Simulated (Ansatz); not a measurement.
Geometry relaxation, with input and output: SnH$_{5}$ClO (part 2 of 2)

The same run, continued: SnH$_{5}$ClO; RKS PBE/def2-SVP (Ansatz 0.2.0). It belongs to a series of runs on one base structure; here: end point A relaxed.

Geometry of the input (Å):
```
Sn -0.1850  -0.1109  -0.0159
O  -0.2770  0.0504  1.9549
H  -0.3524  -0.8307  2.3733
Cl 2.0538  -0.5827  -0.6679
H  -0.6477  1.4044  -0.6713
H  -1.1122  -1.4916  -0.4931
H  1.1985  2.2330  1.1111
H  0.9293  1.8867  1.6847
```

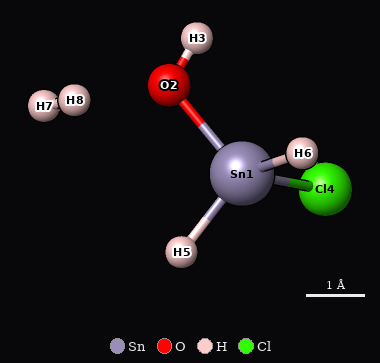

The geometry at step 12 of the log (ball-and-stick view, seen at a tilt; atoms are numbered from 1 in the order of the input).

## Trajectory as extended XYZ, continued
```
8
Properties=species:S:1:pos:R:3:forces:R:3 step=4 energy=-20469.42950
Sn   -0.2953   -0.2608   -0.1170    0.0027  -0.0200  -0.0181
O    -0.4282   -0.0061    1.8691    0.1853  -0.5702   0.3412
H    -0.1813   -0.8434    2.3419   -0.1596   0.6067  -0.3394
Cl    1.9638   -0.7465   -0.6805   -0.0062  -0.0059   0.0058
H    -0.7162    1.2730   -0.7609   -0.0053  -0.0030   0.0014
H    -1.2094   -1.6440   -0.6021   -0.0095  -0.0025  -0.0089
H     1.4414    2.6447    1.4019   -0.0565  -0.0655   0.0878
H     1.0325    2.1418    1.8235    0.0490   0.0604  -0.0698
8
Properties=species:S:1:pos:R:3:forces:R:3 step=5 energy=-20469.40231 accepted=F
Sn   -0.3124   -0.2962   -0.1254   -0.0940   0.2222  -0.2889
O    -0.4385    0.0365    1.8472   -0.6011   1.2030  -0.8125
H    -0.0479   -0.7155    2.2655    0.6937  -1.3272   1.0355
Cl    1.9442   -0.7893   -0.6790    0.0073  -0.0558   0.0286
H    -0.7093    1.2292   -0.8073   -0.0259  -0.0127  -0.0242
H    -1.2625   -1.6594   -0.5971    0.0277  -0.0342   0.0357
H     1.4278    2.6685    1.5483   -0.0069  -0.0212   0.0230
H     1.0058    2.0848    1.8236   -0.0008   0.0258   0.0027
8
Properties=species:S:1:pos:R:3:forces:R:3 step=6 energy=-20469.43879
Sn   -0.3086   -0.2744   -0.1326    0.0031   0.0166  -0.0075
O    -0.4282    0.0162    1.8514    0.0626  -0.1231   0.0268
H    -0.1089   -0.7791    2.3272   -0.0393   0.1321  -0.0450
Cl    1.9506   -0.7763   -0.6781   -0.0065  -0.0116  -0.0022
H    -0.7255    1.2548   -0.7911   -0.0064  -0.0069  -0.0063
H    -1.2308   -1.6563   -0.6067   -0.0041  -0.0020   0.0077
H     1.4503    2.6673    1.4951   -0.1928  -0.2409   0.1510
H     1.0085    2.1064    1.8106    0.1834   0.2360  -0.1246
8
Properties=species:S:1:pos:R:3:forces:R:3 step=7 energy=-20469.44218
Sn   -0.3095   -0.2626   -0.1492   -0.0634  -0.2700  -0.0867
O    -0.4082    0.0515    1.8292   -0.0017   0.0774  -0.0018
H    -0.0473   -0.7187    2.3094    0.0151  -0.0103   0.0245
Cl    1.9381   -0.8097   -0.6993   -0.0056   0.0164  -0.0010
H    -0.7483    1.2198   -0.8819    0.0036   0.0984   0.0138
H    -1.2494   -1.6605   -0.5741    0.0560   0.0828   0.0321
H     1.4336    2.6575    1.5827   -0.0441  -0.0554   0.0491
H     0.9982    2.0814    1.8589    0.0402   0.0606  -0.0299
8
Properties=species:S:1:pos:R:3:forces:R:3 step=8 energy=-20469.44954
Sn   -0.3289   -0.3060   -0.1933   -0.0308  -0.1047  -0.0084
O    -0.3745    0.1140    1.7704   -0.0115  -0.0445  -0.0076
H     0.0273   -0.6169    2.2800   -0.0060   0.0126   0.0217
Cl    1.9154   -0.8658   -0.7426   -0.0190  -0.0159  -0.0178
H    -0.7487    1.1822   -0.9319   -0.0172   0.0301  -0.0323
H    -1.2916   -1.7066   -0.5563    0.0775   0.1006   0.0377
H     1.4241    2.6768    1.7173    0.0144   0.0198   0.0345
H     0.9843    2.0810    1.9321   -0.0075   0.0019  -0.0278
8
Properties=species:S:1:pos:R:3:forces:R:3 step=9 energy=-20469.45187
Sn   -0.3428   -0.3463   -0.2330   -0.0372   0.0350   0.1089
O    -0.3710    0.1382    1.7225    0.0633  -0.1004  -0.0617
H     0.0719   -0.5561    2.2521   -0.0446   0.0603  -0.0313
Cl    1.8875   -0.9351   -0.8045   -0.0121  -0.0123  -0.0086
H    -0.7638    1.1359   -0.9941   -0.0064  -0.0391  -0.0262
H    -1.3149   -1.7493   -0.5304    0.0433   0.0565   0.0069
H     1.4531    2.7510    1.8951   -0.2984  -0.4051   0.0641
H     0.9871    2.1205    1.9681    0.2921   0.4051  -0.0522
8
Properties=species:S:1:pos:R:3:forces:R:3 step=10 energy=-20469.45749
Sn   -0.3442   -0.3430   -0.2324   -0.0148  -0.0104   0.0327
O    -0.3526    0.1522    1.7179    0.0297  -0.0723  -0.0371
H     0.0773   -0.5476    2.2503   -0.0328   0.0494  -0.0293
Cl    1.8790   -0.9449   -0.8179   -0.0014  -0.0082  -0.0046
H    -0.7680    1.1212   -1.0245   -0.0083  -0.0145   0.0024
H    -1.3148   -1.7478   -0.5222    0.0270   0.0487   0.0245
H     1.4468    2.7439    1.9196   -0.0890  -0.1153   0.0321
H     0.9838    2.1245    1.9849    0.0896   0.1226  -0.0208
8
Properties=species:S:1:pos:R:3:forces:R:3 step=11 energy=-20469.46181
Sn   -0.3463   -0.3665   -0.2613    0.0250   0.0013   0.0212
O    -0.3065    0.1715    1.6725   -0.0147   0.0329  -0.0013
H     0.0975   -0.5254    2.2254    0.0054  -0.0098  -0.0104
Cl    1.8601   -1.0097   -0.8680   -0.0153  -0.0091  -0.0155
H    -0.7721    1.0821   -1.0778    0.0006   0.0018  -0.0054
H    -1.3468   -1.7552   -0.4864    0.0011  -0.0175  -0.0032
H     1.4318    2.7966    2.0531   -0.0021  -0.0010   0.0058
H     0.9897    2.1652    2.0183    0.0001   0.0015   0.0088
8
Properties=species:S:1:pos:R:3:forces:R:3 step=12 energy=-20469.46353
Sn   -0.3488   -0.3978   -0.2938    0.0358  -0.0308  -0.0474
O    -0.2627    0.2259    1.6126    0.0278   0.0177   0.0016
H     0.1336   -0.4499    2.1968   -0.0035  -0.0107  -0.0238
Cl    1.8145   -1.1176   -0.9778   -0.0289   0.0265   0.0361
H    -0.7709    1.0249   -1.1573   -0.0064  -0.0032   0.0036
H    -1.3620   -1.7880   -0.4433   -0.0197   0.0033   0.0190
H     1.4096    2.8538    2.2397   -0.1656  -0.2684  -0.0566
H     0.9941    2.2071    2.0988    0.1606   0.2656   0.0675
8
Properties=species:S:1:pos:R:3:forces:R:3 step=13 energy=-20469.46572
Sn   -0.3497   -0.4203   -0.3317    0.0158  -0.0026   0.0590
O    -0.2074    0.2566    1.5541    0.0164  -0.0060   0.0218
H     0.1547   -0.4251    2.1549   -0.0142   0.0240  -0.0523
Cl    1.8129   -1.1583   -1.0029   -0.0848   0.0102   0.0025
H    -0.7912    0.9845   -1.2176    0.0211  -0.0287  -0.0101
H    -1.4036   -1.7914   -0.3881    0.0487   0.0087  -0.0262
H     1.4006    2.8751    2.3455   -0.1434  -0.2248  -0.0587
H     0.9910    2.2374    2.1616    0.1404   0.2191   0.0638
8
Properties=species:S:1:pos:R:3:forces:R:3 step=14 energy=-20469.46846
Sn   -0.3616   -0.4199   -0.3345    0.0108  -0.0246   0.0267
O    -0.2006    0.2793    1.5416    0.0039  -0.0343   0.0249
H     0.1703   -0.4011    2.1391   -0.0213   0.0402  -0.0432
Cl    1.7914   -1.1695   -1.0079   -0.0107  -0.0025  -0.0124
H    -0.7926    0.9722   -1.2448   -0.0064  -0.0291   0.0058
H    -1.3925   -1.8101   -0.3807    0.0231   0.0506  -0.0062
H     1.4023    2.8662    2.3776   -0.0170  -0.0250   0.0015
H     0.9906    2.2415    2.1854    0.0175   0.0247   0.0029
8
Properties=species:S:1:pos:R:3:forces:R:3 step=15 energy=-20469.46949
Sn   -0.3568   -0.4270   -0.3388   -0.0227  -0.0105  -0.0406
O    -0.1971    0.3013    1.5235    0.0023   0.0057   0.0232
H     0.1624   -0.3744    2.1309    0.0057   0.0026   0.0144
Cl    1.7891   -1.1767   -1.0301    0.0043  -0.0045  -0.0005
H    -0.8069    0.9454   -1.2665   -0.0008  -0.0013  -0.0059
H    -1.3876   -1.8140   -0.3652    0.0099   0.0069   0.0035
H     1.4072    2.8588    2.4235   -0.0014  -0.0019   0.0045
H     0.9971    2.2451    2.1984    0.0028   0.0029   0.0014
8
Properties=species:S:1:pos:R:3:forces:R:3 step=16 energy=-20469.47029
Sn   -0.3611   -0.4393   -0.3590   -0.0322  -0.0101  -0.0161
O    -0.1766    0.3372    1.4836   -0.0017   0.0041  -0.0212
H     0.1751   -0.3301    2.1044    0.0098  -0.0031   0.0221
Cl    1.7724   -1.2102   -1.0640    0.0122  -0.0005   0.0013
H    -0.8266    0.9034   -1.3229    0.0036  -0.0024   0.0072
H    -1.3888   -1.8292   -0.3318    0.0085   0.0136   0.0040
H     1.4083    2.8641    2.5195   -0.0477  -0.0721  -0.0283
H     1.0046    2.2627    2.2458    0.0474   0.0705   0.0310
8
Properties=species:S:1:pos:R:3:forces:R:3 step=17 energy=-20469.47064
Sn   -0.3648   -0.4493   -0.3715   -0.0431   0.0180   0.0068
O    -0.1672    0.3618    1.4566    0.0009  -0.0186  -0.0418
H     0.1889   -0.2962    2.0852    0.0066   0.0021   0.0232
Cl    1.7640   -1.2271   -1.0801    0.0199  -0.0060  -0.0004
H    -0.8383    0.8778   -1.3541    0.0035  -0.0098   0.0091
H    -1.3920   -1.8389   -0.3113    0.0132   0.0158   0.0028
H     1.4084    2.8603    2.5759   -0.0427  -0.0652  -0.0279
H     1.0083    2.2701    2.2750    0.0418   0.0638   0.0282
8
Properties=species:S:1:pos:R:3:forces:R:3 step=18 energy=-20469.47091
Sn   -0.3676   -0.4526   -0.3782   -0.0293   0.0255   0.0261
O    -0.1618    0.3744    1.4422   -0.0008  -0.0235  -0.0411
H     0.1974   -0.2776    2.0754    0.0025   0.0063   0.0138
Cl    1.7609   -1.2341   -1.0838    0.0179  -0.0062  -0.0051
H    -0.8468    0.8653   -1.3698    0.0040  -0.0079   0.0060
H    -1.3921   -1.8421   -0.2998    0.0063   0.0067   0.0000
H     1.4079    2.8528    2.6041   -0.0249  -0.0380  -0.0168
H     1.0092    2.2724    2.2856    0.0243   0.0372   0.0170
8
Properties=species:S:1:pos:R:3:forces:R:3 step=19 energy=-20469.47111
Sn   -0.3715   -0.4565   -0.3837    0.0005   0.0253   0.0249
O    -0.1586    0.3875    1.4275    0.0021  -0.0238  -0.0197
H     0.2074   -0.2551    2.0668   -0.0046   0.0110  -0.0017
Cl    1.7580   -1.2393   -1.0881    0.0074  -0.0050  -0.0040
H    -0.8537    0.8523   -1.3845   -0.0015  -0.0021   0.0003
H    -1.3920   -1.8462   -0.2890   -0.0034  -0.0055  -0.0003
H     1.4075    2.8423    2.6328   -0.0096  -0.0151  -0.0071
H     1.0102    2.2737    2.2940    0.0093   0.0153   0.0075
```

## Results in brief

| quantity | value |
| --- | --- |
| outcome | converged |
| total energy | −20469.4711 eV |
| mean-field energy | −20469.4711 eV |
| largest force (length of the vector) at the end | 0.035 eV/Å |
| wall time | 46 s |
| peak memory | 0.12 GiB |
